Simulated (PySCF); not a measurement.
# A workflow on AsH2 (SMILES [AsH2])

Aim: a series of 19 runs (UPBE0-D4/def2-TZVP, UCCSD(T)/def2-TZVPP, URI-MP2/def2-QZVPP, UPBE-D4/def2-TZVPP, U-r2SCAN-D4/def2-TZVPP, UB3LYP-D4/def2-TZVPP, UPBE0-D4/def2-TZVPP, U-wB97M-V/def2-TZVPP, and more) of AsH2. The job is set up through a Python script.

The results are computed with PySCF 2.14.0.

1 further run of the same task is left out (for a faulty analytic Hessian).

**1. The molecule**

AsH2: 3 atoms, total charge 0, spin state doublet. SMILES: `[AsH2]`. All atoms were displaced at random from a relaxed shape. The run starts from this shape.

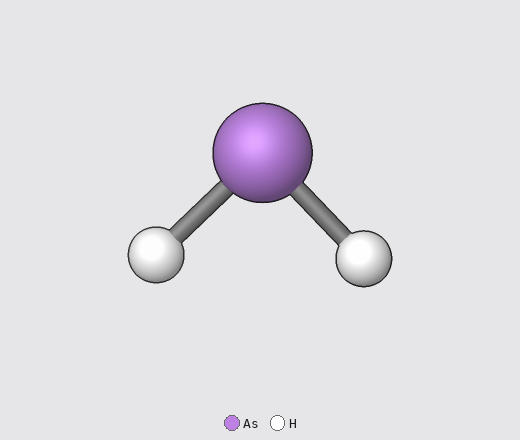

The structure, seen from a chosen angle (arsenic purple, hydrogen white).

**2. A structure relaxation at UPBE0-D4/def2-TZVP (density fitting with def2-universal-jkfit) (run 1)**

File geometry.xyz:

```xyz
3

As    -0.550785     0.366873    -0.290756
H      0.727496     0.817593     0.446291
H     -0.070032    -1.125610    -0.231046
```

File calc.py:

```python
# [AsH2]
from pyscf import gto, dft
from pyscf.geomopt.geometric_solver import kernel as optimise

molecule = gto.Mole()
molecule.atom = 'geometry.xyz'
molecule.max_memory = 1860
molecule.basis = 'def2-tzvp'
molecule.spin = 1
molecule.verbose = 3
molecule.build()

ks = dft.UKS(molecule, xc='pbe0')
ks = ks.density_fit(auxbasis='def2-universal-jkfit')
ks.conv_tol = 1e-09
ks.disp = 'd4'
ks.grids.level = 4
ks.max_cycle = 100
converged, mol_eq = optimise(ks, maxsteps=100)
print('converged:', converged)
print(mol_eq.tostring())

ks.reset(mol_eq)
molecule = mol_eq
ks.kernel()
etot = ks.e_tot
print('E(%s) = %.9f' % ('PBE0', etot))
```

On the command line:

```bash
OMP_NUM_THREADS=1 python calc.py
```

The log of the run:

```text
maxiter                   100
----------------------------------------------------------
Custom engine selected.
Bonds will be generated from interatomic distances less than 1.20 times sum of covalent radii
9 internal coordinates being used (instead of 9 Cartesians)
Internal coordinate system (atoms numbered from 1):
Distance 1-2
Distance 1-3
Angle 2-1-3
Translation-X 1-3
Translation-Y 1-3
Translation-Z 1-3
Rotation-A 1-3
Rotation-B 1-3
Rotation-C 1-3
> ===== Optimization Info: ====
> Job type: Energy minimization
> Maximum number of optimization cycles: 100
> Initial / maximum trust radius (Angstrom): 0.100 / 0.300
> Convergence Criteria:
> Will converge when all 5 criteria are reached:
>  |Delta-E| < 1.00e-06
>  RMS-Grad  < 3.00e-04
>  Max-Grad  < 4.50e-04
>  RMS-Disp  < 1.20e-03
>  Max-Disp  < 1.80e-03
> === End Optimization Info ===

[... 7 lines left out ...]
WARN: Mole.unit (angstrom) is changed to Bohr
[... 1 line left out ...]
WARN: HOMO -0.208378239555809 >= LUMO -0.208378239555808
[... 1 line left out ...]
converged SCF energy = -2236.7615746106  <S^2> = 0.75503623  2S+1 = 2.0050299
[... 7 lines left out ...]
Step    0 : Gradient = 1.174e-02/1.442e-02 (rms/max) Energy = -2236.7615746106
[... 8 lines left out ...]
converged SCF energy = -2236.7621934415  <S^2> = 0.75491798  2S+1 = 2.004912
[... 16 lines left out ...]
converged SCF energy = -2236.76221366165  <S^2> = 0.754932  2S+1 = 2.0049259
[... 10 lines left out ...]
Geometry optimization cycle 4
Cartesian coordinates (Angstrom)
 Atom        New coordinates             dX        dY        dZ
  As  -0.541149   0.351192  -0.287704    0.000086 -0.000310  0.000003
   H   0.719990   0.807886   0.441040   -0.000028 -0.000091 -0.000026
   H  -0.072169  -1.100220  -0.228862   -0.000061  0.000402  0.000019
converged SCF energy = -2236.76221383227  <S^2> = 0.75493088  2S+1 = 2.0049248
--------------- DFUKS_Scanner gradients ---------------
         x                y                z
0 As    -0.0000094571    -0.0000041029    -0.0000053823
1 H     0.0000099763     0.0000042927     0.0000057675
2 H    -0.0000004197    -0.0000002218    -0.0000002366
----------------------------------------------
cycle 4: E = -2236.76221383  dE = -1.70613e-07  norm(grad) = 1.69333e-05
Step    3 : Displace = 3.049e-04/4.065e-04 (rms/max) Trust = 2.000e-01 (+) Grad = 9.776e-06/1.230e-05 (rms/max) E (change) = -2236.7622138323 (-1.706e-07) Quality = 1.005
Hessian Eigenvalues: 5.00000e-02 5.00000e-02 5.00000e-02 ... 1.50119e-01 1.55894e-01 1.87344e-01
Converged! =D

converged: True
As         -0.54114921        0.35119166       -0.28770437
H           0.71998950        0.80788613        0.44103955
H          -0.07216872       -1.10021978       -0.22886207

WARN: HOMO -0.209430111972584 >= LUMO -0.209430111972588

converged SCF energy = -2236.76221383225  <S^2> = 0.75493076  2S+1 = 2.0049247
E(PBE0) = -2236.762213832
```

Wall time 20 s (1 thread of Arm Neoverse V2, shared host); peak memory 0.58 GiB.

The path in brief:

| step | energy from the first frame kept (eV) | largest force (eV/Å) |
| --- | --- | --- |
| 0 | 0.0000 | 0.7417 |
| 1 | -0.0168 | 0.1294 |
| 2 | -0.0174 | 0.0128 |
| 3 | -0.0174 | 0.0006 |

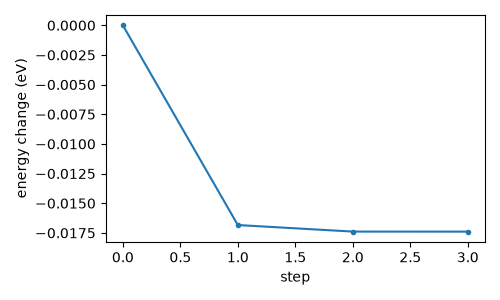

Energy along the run.

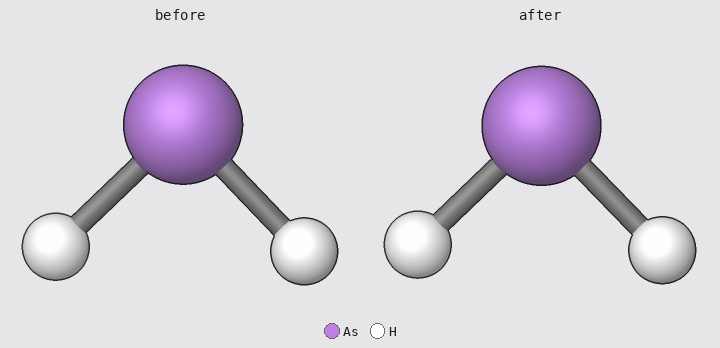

Before and after, at one scale.

After the run. Bond lengths: As1–H2 1.526 Å, As1–H3 1.526 Å. Angles: H2–As1–H3 90.7°.

**3. A single-point energy at UCCSD(T)/def2-TZVPP (run 3)**

File calc.py:

```python
from pyscf import gto, cc

system = gto.M(
    atom='''
As    -0.541149     0.351192    -0.287704
H      0.719990     0.807886     0.441040
H     -0.072169    -1.100220    -0.228862
''',
    spin=1,
    charge=0,
    basis='def2-tzvpp',
    max_memory=1860,
    verbose=3,
)

mf = system.UHF()
mf.conv_tol = 1e-10
mf.kernel()
if not mf.converged:
    mf = mf.newton().run(mf.mo_coeff, mf.mo_occ)

mycc = cc.CCSD(mf, frozen=9)
mycc.kernel()
e_t = mycc.ccsd_t()
e_final = mycc.e_tot + e_t
print(f'total energy: {e_final:.8f} hartree')
```

On the command line:

```bash
OMP_NUM_THREADS=1 python calc.py
```

The log of the run:

```text
converged SCF energy = -2235.34242188342  <S^2> = 0.76534404  2S+1 = 2.0152856
E(UCCSD) = -2235.611641812613  E_corr = -0.2692199291906624
UCCSD(T) correction = -0.00847970324930186
total energy: -2235.62012152 hartree
```

It took 53 s on 1 thread of Arm Neoverse V2, shared host; peak memory 0.97 GiB.

Runs 4 to 12 aren't shown in full; the table further down has their settings and results.

**4. A single-point energy at UB3LYP/6-31G(d) (spherical functions) (run 13)**

File run.py:

```python
from pyscf import gto, dft

system = gto.Mole()
system.atom = [
    ('As', (-0.541149, 0.351192, -0.287704)),
    ('H', (0.719990, 0.807886, 0.441040)),
    ('H', (-0.072169, -1.100220, -0.228862)),
]
system.spin = 1
system.max_memory = 1860
system.verbose = 3
system.basis = '6-31g*'
system.build()

mf = dft.UKS(system)
mf.xc = 'b3lyp'
mf.grids.level = 5
mf.conv_tol = 1e-10
mf.kernel()
if not mf.converged:
    mf = mf.newton().run(mf.mo_coeff, mf.mo_occ)

e_tot = mf.e_tot
print('Final energy', e_tot)
```

On the command line:

```bash
OMP_NUM_THREADS=1 python run.py
```

The log of the run:

```text
WARN: HOMO -0.21444675784667 >= LUMO -0.214446757846665

converged SCF energy = -2236.78826869712  <S^2> = 0.75274491  2S+1 = 2.002743
Final energy -2236.788268697122
```

Wall time 4.2 s (1 thread of Arm Neoverse V2, shared host); peak memory 0.23 GiB.

Runs 14 to 19 aren't shown in full; the table further down has their settings and results.

**5. The singlet cation: a single-point energy at B3LYP/6-31G(d) (spherical functions) (run 20)**

File calc.py:

```python
from pyscf import gto, dft

mol = gto.Mole()
mol.atom = '''
As    -1.022623     0.663657    -0.543682
H      1.360584     1.526683     0.833445
H     -0.136380    -2.079114    -0.432487
'''
mol.charge = 1
mol.basis = '6-31g*'
mol.unit = 'bohr'
mol.spin = 0
mol.verbose = 3
mol.max_memory = 1860
mol.build()

mf = dft.RKS(mol, xc='b3lyp')
mf.grids.level = 5
mf.conv_tol = 1e-10
mf.kernel()
if not mf.converged:
    mf = mf.newton().run(mf.mo_coeff, mf.mo_occ)

e_tot = mf.e_tot
print('E(%s) = %.9f' % ('B3LYP', e_tot))
```

On the command line:

```bash
OMP_NUM_THREADS=1 python calc.py
```

The log of the run:

```text
converged SCF energy = -2236.4404980067
E(B3LYP) = -2236.440498007
```

Wall time 2.3 s (1 thread of Arm Neoverse V2, shared host); peak memory 0.22 GiB.

**6. The series**

| run | level | task | integral approximation | partner | energy (Eh) | dipole moment (D) of the reference | HOMO energy (eV) | LUMO energy (eV) | wall time |
| --- | --- | --- | --- | --- | --- | --- | --- | --- | --- |
| 1 | UPBE0-D4/def2-TZVP (density fitting with def2-universal-jkfit) | optimise | def2-universal-jkfit | base | -2236.762214 | 0.30 | -6.86 | -3.04 | 20 s |
| 3 | UCCSD(T)/def2-TZVPP | energy | none | base | -2235.620122 | 0.33 | -9.71 | 0.93 | 53 s |
| 4 | URI-MP2/def2-QZVPP (density fitting with def2-universal-jkfit) | energy | def2-universal-jkfit | base | -2235.923025 | 0.34 | -9.73 | 0.63 | 3.6 s |
| 5 | UPBE-D4/def2-TZVPP | energy | none | base | -2236.694900 | 0.24 | -5.68 | -4.08 | 8.1 s |
| 6 | U-r2SCAN-D4/def2-TZVPP | energy | none | base | -2237.026541 | 0.32 | -6.12 | -3.67 | 21 s |
| 7 | UB3LYP-D4/def2-TZVPP | energy | none | base | -2237.085069 | 0.20 | -6.51 | -3.47 | 16 s |
| 8 | UPBE0-D4/def2-TZVPP | energy | none | base | -2236.762708 | 0.30 | -6.86 | -3.05 | 14 s |
| 9 | U-wB97M-V/def2-TZVPP | energy | none | base | -2236.901581 | 0.22 | -8.82 | -1.11 | 27 s |
| 10 | UB2PLYP/def2-TZVPP | energy | none | base | -2236.660759 | 0.25 | -7.78 | -1.70 | 9.3 s |
| 11 | USVWN5/def2-TZVPP | energy | none | base | -2233.730413 | 0.34 | -5.69 | -4.52 | 4.8 s |
| 12 | UM06-2X/def2-TZVPP | energy | none | base | -2237.044286 | 0.31 | -7.76 | -2.34 | 18 s |
| 13 | UB3LYP/6-31G* (spherical functions) | energy | none | base | -2236.788269 | 0.52 | -6.45 | -3.41 | 4.2 s |
| 14 | UHF/STO-3G | energy | none | base | -2210.408985 | 0.80 | -7.30 | 5.30 | 0.64 s |
| 15 | CCSD(T)/def2-TZVPP | energy | none | cation | -2235.275530 | – | -19.00 | -8.23 | 7.8 s |
| 16 | PBE-D4/def2-TZVPP | energy | none | cation | -2236.346907 | – | -15.16 | -13.19 | 4.5 s |
| 17 | B3LYP-D4/def2-TZVPP | energy | none | cation | -2236.735865 | – | -16.16 | -12.44 | 4.5 s |
| 18 | PBE0-D4/def2-TZVPP | energy | none | cation | -2236.412365 | – | -16.32 | -12.11 | 4.5 s |
| 19 | wB97M-V/def2-TZVPP | energy | none | cation | -2236.558310 | – | -18.54 | -9.81 | 17 s |
| 20 | B3LYP/6-31G* (spherical functions) | energy | none | cation | -2236.440498 | – | -16.17 | -12.45 | 2.3 s |

**7. What came out**

```
                                                                quantity           value
                                    singlet cation, run 20: total energy  -2236.44050 Eh
                                     singlet cation, run 20: HOMO energy       -16.17 eV
                                     singlet cation, run 20: LUMO energy       -12.45 eV
                                   singlet cation, run 20: HOMO–LUMO gap         3.72 eV
 vertical ionisation energy (to the singlet cation), UCCSD(T)/def2-TZVPP        9.377 eV
  vertical ionisation energy (to the singlet cation), UPBE-D4/def2-TZVPP        9.469 eV
vertical ionisation energy (to the singlet cation), UB3LYP-D4/def2-TZVPP        9.502 eV
 vertical ionisation energy (to the singlet cation), UPBE0-D4/def2-TZVPP        9.533 eV
vertical ionisation energy (to the singlet cation), U-wB97M-V/def2-TZVPP        9.341 eV
       vertical ionisation energy (to the singlet cation), UB3LYP/6-31G*        9.463 eV
```

**Reading.** At UCCSD(T)/def2-TZVPP: the vertical ionisation energy comes to 9.38 eV (216 kcal/mol). Only the singlet of the ionised species was computed; a triplet could lie lower. At UPBE-D4/def2-TZVPP: removing an electron at fixed nuclei costs 9.47 eV (914 kJ/mol). At UB3LYP-D4/def2-TZVPP: removing an electron at fixed nuclei costs 9.50 eV (917 kJ/mol). At UPBE0-D4/def2-TZVPP: removing an electron at fixed nuclei costs 9.53 eV (920 kJ/mol). At U-wB97M-V/def2-TZVPP: the vertical ionisation energy comes to 9.34 eV (215 kcal/mol). Over runs 16, 17, 18, 19, 20 the HOMO–LUMO gap runs from 1.96 eV (PBE-D4/def2-TZVPP) to 8.73 eV (wB97M-V/def2-TZVPP). Totals of different functionals can't be ranked against each other. In run 14 the basis is minimal, so the values are rough. All runs together took 4 min, the longest 53 s.
